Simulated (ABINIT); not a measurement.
# Te2Mo (P6_3/mmc): G0W0 with ABINIT, start to end, part 3 of 3

Wanted: ground state, empty states, screening and self-energy for Te2Mo (P6_3/mmc).

ABINIT 10.8.3; PBE and many-body steps on it, plane waves. Known limits of the many-body steps: not at the basis limit; no spin-orbit coupling; coarse k mesh.

So far. Step 4 (Empty states on the mesh, 3×3×1 mesh, 214 bands): On this mesh the gap is 0.974 eV. The earlier step found 0.829 eV, so this mesh misses an edge. Step 5 (Screening, 3×3×1 mesh, 196 bands, screening to 119.7 eV): Local fields lower ε∞ by 12 %. On a Γ-centred mesh this coarse the value itself is usually too large, while a short band sum pulls it down.

### Step 6. Self-energy, 3×3×1 mesh, 196 bands, screening to 119.7 eV

The self-energy is evaluated for the states that the input lists, and the levels follow from it, in one-shot runs by the linearised quasiparticle equation.

This step: G0W0 on PBE, plane waves, norm-conserving pseudopotentials.

File run.abi:

```
acell 3*1.0 Angstrom
rprim 
  3.518200000003 -0.000000000001 0.000000000000
  -1.759100000001 3.046850575598 0.000000000000
  0.000000000000 0.000000000000 13.973600000000
ntypat 2
znucl 52 42
natom 6
typat 1 1 1 1 2 2
xred 
  0.333333333333 0.666666666667 0.621000000000
  0.666666666667 0.333333333333 0.121000000000
  0.333333333333 0.666666666667 0.879000000000
  0.666666666667 0.333333333333 0.379000000000
  0.333333333333 0.666666666667 0.250000000000
  0.666666666667 0.333333333333 0.750000000000
pp_dirpath "pseudos"
pseudos "Te.upf, Mo.upf"
ecut 39
ngkpt 3 3 1
nshiftk 1
shiftk 0 0 0
kptopt 1
chksymbreak 0
istwfk *1
occopt 1
irdwfk 1
optdriver 4
nband 196
gwcalctyp 0
ecutsigx 39
symsigma 1
nkptgw 2
kptgw 
  0.0000000000 0.0000000000 0.0000000000
  0.3333333333 0.3333333333 0.0000000000
bdgw 
  61 64
  61 64
ecuteps 4.4
irdscr 1
ppmodel 1
indata_prefix "in"
outdata_prefix "out"
tmpdata_prefix "tmp"
```

Run with:

```console
> OMP_NUM_THREADS=1 mpirun -n 4 abinit run.abi > log
```

Numbers of over 12 decimals in the logs are rounded to 6 here.

The log of the run:

```text
.Version 10.8.3 of ABINIT. v10.8.2 released Aug 2026.

 Symmetries : space group P6_3/m m c (#194); Bravais hP (primitive hexag.)
[... echo of the input left out ...]
== DATASET  1 ==================================================================
-   mpi_nproc: 4, omp_nthreads: 1 (-1 if OMP is not activated)

--- !DatasetInfo
iteration_state: {dtset: 1, }
dimensions: {natom: 6, nkpt: 3, mband: 196, nsppol: 1, nspinor: 1, nspden: 1, mpw: 11799, }
cutoff_energies: {ecut:  39.0, pawecutdg:  -1.0, }
electrons: {nelect:   1.24000000E+02, charge:   0.00000000E+00, occopt:   1.00000000E+00, tsmear:   1.00000000E-02, }

 SIGMA: Calculation of the GW corrections

 Based on a program developped by R.W. Godby, V. Olevano, G. Onida, and L. Reining.
 Incorporated in ABINIT by V. Olevano, G.-M. Rignanese, and M. Torrent.
.Using double precision arithmetic ; gwpc =  8

[... cell and pseudopotentials left out ...]
--------------------------------------------------------------------------------

 ==== K-mesh for the wavefunctions ====
 Number of points in the irreducible wedge :     3
[... list of points left out ...]
 Together with 24 symmetry operations and time-reversal symmetry
 yields     9 points in the full Brillouin Zone.

 ==== Q-mesh for screening function ====
 Number of points in the irreducible wedge :     3
[... list of points left out ...]
 Together with 24 symmetry operations and time-reversal symmetry
 yields     9 points in the full Brillouin Zone.

 vcoul_init : cutoff-mode = AUXILIARY_FUNCTION
 q-points for optical limit:   1
     1)      0.000010    0.000020    0.000030
 setmesh: FFT mesh size selected  =    36x   36x  150
          total number of points  =       194400

 Number of electrons calculated from density =  124.0000; Expected =  124.0000
 average of density, n =  0.122672
 r_s =    1.2485
 omega_plasma =   33.7853 [eV]

 === KS Band Gaps ===
  >>>> For spin  1
   Minimum direct gap =   1.0387 [eV], located at k-point      :   0.3333  0.3333  0.0000
   Fundamental gap    =   0.9742 [eV], Top of valence bands at :   0.0000  0.0000  0.0000
                                       Bottom of conduction at :   0.3333  0.3333  0.0000
 SIGMA fundamental parameters:
 PLASMON POLE MODEL  1
 number of plane-waves for SigmaX                11799
 number of plane-waves for SigmaC and W            439
 number of plane-waves for wavefunctions         11799
 number of bands                                   196
 number of independent spin polarizations            1
 number of spinorial components                      1
 number of k-points in IBZ                           3
 number of q-points in IBZ                           3
 number of symmetry operations                      24
 number of k-points in BZ                            9
 number of q-points in BZ                            9
 number of frequencies for dSigma/dE                 9
 frequency step for dSigma/dE [eV]                0.25
 number of omega for Sigma on real axis              0
 max omega for Sigma on real axis  [eV]           0.00
 zcut for avoiding poles [eV]                     0.10

 EPSILON^-1 parameters (SCR file):
 dimension of the eps^-1 matrix on file            439
 dimension of the eps^-1 matrix used               439
 number of plane-waves for wavefunctions         11799
 number of bands                                   196
 number of q-points in IBZ                           3
 number of frequencies                               2
 number of real frequencies                          1
 number of imag frequencies                          1

 matrix elements of self-energy operator (all in [eV])

 Perturbative Calculation

--- !SelfEnergy_ee
iteration_state: {dtset: 1, }
kpoint     : [   0.000,    0.000,    0.000, ]
spin       : 1
KS_gap     :    2.906
QP_gap     :    3.139
Delta_QP_KS:    0.233
data: !SigmaeeData |
     Band     E0 <VxcDFT>   SigX SigC(E0)      Z dSigC/dE  Sig(E)    E-E0       E
       61   9.605 -13.463 -15.348   1.747   0.803  -0.245 -13.574  -0.110   9.495
       62   9.931 -16.262 -16.780   1.002   0.781  -0.281 -15.884   0.378  10.309
       63  12.837 -15.023 -10.690  -3.566   0.796  -0.256 -14.413   0.611  13.448
       64  12.837 -15.023 -10.690  -3.566   0.796  -0.256 -14.413   0.611  13.448

--- !SelfEnergy_ee
iteration_state: {dtset: 1, }
kpoint     : [   0.333,    0.333,    0.000, ]
spin       : 1
KS_gap     :    1.039
QP_gap     :    1.473
Delta_QP_KS:    0.434
data: !SigmaeeData |
     Band     E0 <VxcDFT>   SigX SigC(E0)      Z dSigC/dE  Sig(E)    E-E0       E
       61   9.627 -15.513 -16.605   1.515   0.777  -0.286 -15.184   0.328   9.956
       62   9.866 -16.260 -17.227   1.495   0.776  -0.288 -15.850   0.410  10.276
       63  10.905 -17.027 -12.263  -3.671   0.772  -0.295 -16.183   0.844  11.749
       64  10.905 -17.027 -12.263  -3.671   0.772  -0.295 -16.183   0.844  11.749

== END DATASET(S) ==============================================================
================================================================================

 -outvars: echo values of variables after computation  --------
           etotal      0.0000000000E+00
            nband         196
             nkpt           3
          spgroup         194
 [... the other variables as echoed above ...]

 Calculation completed.
```

It took 17 s on 4 MPI ranks of Arm Neoverse V2, shared host; peak memory 1.5 GiB.

This step gave:

```yaml
g0w0_gap_on_the_points_computed: 1.440 eV
starting_gap_on_the_mesh: 0.9742 eV
k_of_the_valence_top: 0, 0, 0
k_of_the_conduction_bottom: 0.3333, 0.3333, 0
z_at_the_valence_top: 0.781
z_at_the_conduction_bottom: 0.772
least_direct_g0w0_gap_on_the_computed_points: 1.473 eV
```

The gap on the mesh goes from 0.97 eV to 1.44 eV, a correction of +0.47 eV. The start differs from the 0.83 eV found before because the two sample other k points.

Limits: finite bands, cutoff and mesh; no spin-orbit coupling; coarse k mesh. v1 is the top filled band, c1 the lowest empty one. The levels before and after the correction (eV, zero at the valence-band top of each column):

|  | conduction bottom | valence top |
| --- | --- | --- |
| Kohn-Sham | 0.97 | 0.00 |
| G0W0 | 1.44 | 0.00 |

|  | level | energy (eV) |
| --- | --- | --- |
| Kohn-Sham | Γ v2 | -0.326 |
| Kohn-Sham | Γ v1 | 0.000 |
| Kohn-Sham | Γ c1-c2 | 2.906 |
| Kohn-Sham | (0.333 0.333 0) v2 | -0.304 |
| Kohn-Sham | (0.333 0.333 0) v1 | -0.064 |
| Kohn-Sham | (0.333 0.333 0) c1-c2 | 0.974 |
| G0W0 | Γ v2 | -0.814 |
| G0W0 | Γ v1 | 0.000 |
| G0W0 | Γ c1-c2 | 3.139 |
| G0W0 | (0.333 0.333 0) v2 | -0.353 |
| G0W0 | (0.333 0.333 0) v1 | -0.033 |
| G0W0 | (0.333 0.333 0) c1-c2 | 1.440 |

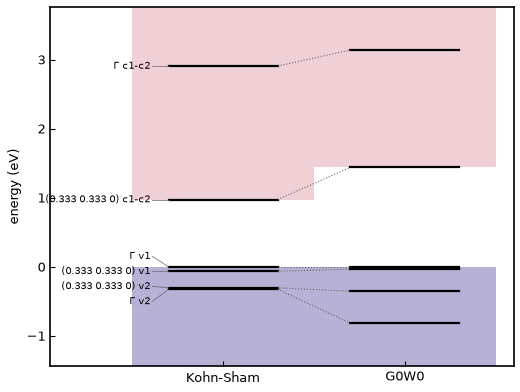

Levels before and after the correction. Shaded: valence and conduction bands.

### Step 7. Where the time went

Times are wall times on the hardware named with each run, good to a factor of about two.

| step | time | share | memory (GiB) |
| --- | --- | --- | --- |
| ground state | 96 s | 16 % | 0.57 |
| bands along the symmetry lines | 4.1 min | 42 % | 0.74 |
| empty states on the mesh | 1.9 min | 20 % | 0.41 |
| screening | 1.9 min | 19 % | 2.1 |
| self-energy | 17 s | 3 % | 1.5 |

### Step 8. What came out

```json
{
 "PBE gap": "0.79 eV, indirect",
 "G0W0 gap on the mesh": "1.44 eV",
 "G0W0 gap over the zone (rigid shift)": "1.25 eV",
 "GW settings": "3×3×1 mesh, 196 bands, screening to 119.7 eV, Godby-Needs plasmon pole",
 "known limits": "not at the basis limit; no spin-orbit coupling; coarse k mesh"
}
```

In words: G0W0 moves the gap on the mesh from 0.97 eV to 1.44 eV (+0.47 eV), with Z of 0.78 and 0.77 at the edges. The mesh misses the band edges by 0.19 eV in all; a rigid shift gives 1.25 eV for the zone. Local fields lower the RPA ε∞ on this mesh from 23.11 to 20.37; a Γ-centred mesh this coarse tends to raise both, most where the direct gap is narrow, while a short band sum lowers them. Only 2 of the mesh's irreducible points were corrected, so a valley elsewhere could overtake. The dearest step here is «bands along the symmetry lines». Against experiment, by G0W0@PBE: the gap of 1.25 eV lies +0.29 eV from the measured 0.96 ± 0.02 eV (indirect, 77 K, 2014); the gap of 1.25 eV lies +0.42 eV from the measured 0.83 ± 0.05 eV (indirect, 270 K, 2014); the direct gap of 1.47 eV lies +0.41 eV from the measured 1.06 eV (direct, 295 K, 2017); the gap of 1.25 eV lies +0.22 eV from the measured 1.03 eV (exciton, 300 K, 2016); the gap of 1.25 eV lies +0.31 eV from the measured 0.94 eV (exciton, 300 K, 2016). An exciton line or allowed optical edge lies below the quasiparticle gap by the binding energy; a forbidden edge can push the onset above it. The calculation has static nuclei and no excitons; a measured gap holds zero-point and thermal motion, which mostly lowers it. With atoms this heavy the missing spin-orbit coupling can matter too. Bands and cutoff are finite, so the gap is not at the basis limit. The miss can reach some tenths of an eV and take either sign; the mesh is an error of its own. In the G0W0 run levels were corrected at 2 k points alone, so a gap called «on the mesh» is the least over those, and an edge elsewhere would be missed. A denser mesh or path gives a starting gap of 0.79 eV: the GW mesh misses a band edge, so its gaps are not the fundamental one. The 3×3×1 mesh is coarse for this cell, which bears on the long-range parts of exchange and screening.

[Paths, hosts, dates, memory and timing lines, banners, echoed tables and standing remarks are left out of the program output.]

[Logs are printed without paths, hosts, clocks, repeated set-up lines and the standing remarks that a program may print on its own settings, such as how far it seeks lower states.]

[Runs of the session that timed out or met a known fault of the program may be left out.]

[Hosts, paths, dates, database ids (printed as entryN), source tags and the programs' standing remarks are cut or masked in the printed files.]

[G0W0 gaps are taken among the corrected bands and points alone; a level outside them can change the order at an edge.]

[Where Ansatz stands beside ABINIT at settings called matched, ABINIT's density can come from a denser mesh and the files from another edition; pairs whose starting gaps differed by over 0.03 eV were left out, so agreement reads better than it is.]
